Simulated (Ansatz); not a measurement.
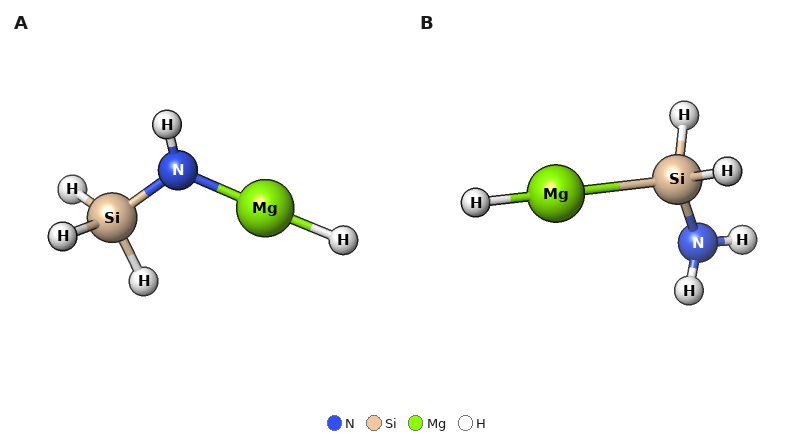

2 stationary structures of one formula. Geometries: PBE0-D4/def2-TZVP. Electronic energies: RHF-CCSD(T) (frozen core)/def2-TZVPP (Ansatz 0.2.0), without zero-point energy. No frequency run is at hand to confirm each as a minimum. Each is one conformer, not always the lowest.

Rank them by energy, lowest first.

A is lowest (Cs); B lies 77.5 kJ/mol above it (C1).
